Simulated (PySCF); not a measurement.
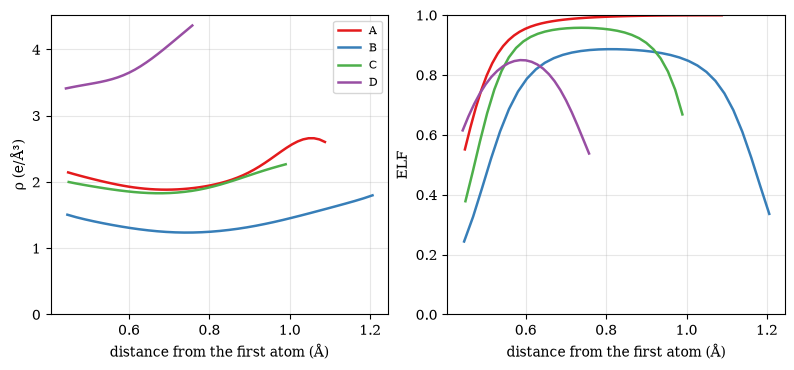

*C$_{5}$H$_{8}$ClN. Electron density and electron localisation function along straight lines between neighbouring atoms. The curves leave out the atomic cores.*

Geometry: GFN2-xTB.

Computed with PBE0/pcSseg-1, SCF density, gas phase, non-relativistic in PySCF.

```xyz
15

C    -1.4909   -0.3617   -0.7075
C    -0.0718    0.1269   -0.4342
C    -0.0671    1.3647    0.4586
Cl   -0.7993    1.0332    2.0537
C     0.7696   -0.9973    0.1945
C     2.1506   -0.6083    0.3101
N     3.2420   -0.2766    0.3848
H    -1.9703   -0.6682    0.2190
H    -2.0833    0.4327   -1.1552
H    -1.4785   -1.2070   -1.3914
H     0.3940    0.4244   -1.3820
H     0.9514    1.7054    0.6482
H    -0.6491    2.1696    0.0101
H     0.7142   -1.8986   -0.4215
H     0.3840   -1.2312    1.1908
```

Which curve belongs to which contact (C–C, C–Cl, C–H and C–N)? The first atom named is at distance zero.

Answer. Curve A: C–H (1.09 Å): ρ at the midpoint is about 2 e/Å³; the ELF climbs to about 1 towards the hydrogen, as it does in any bond to H (an ordinary covalent bond to hydrogen). Curve B: C–Cl (1.79 Å): the density is about 1.3 e/Å³ at the midpoint; the ELF peaks at about 0.90 between the atoms, as expected for a shared electron pair. Curve C: C–C (1.44 Å): ρ at the midpoint is about 1.8 e/Å³; the ELF peaks at about 0.95 between the atoms, as expected for localised, covalent bonding. Curve D: C–N (1.14 Å): ρ at the midpoint is about 3.6 e/Å³; the ELF peaks at about 0.85 between the atoms: a short, multiple covalent bond.
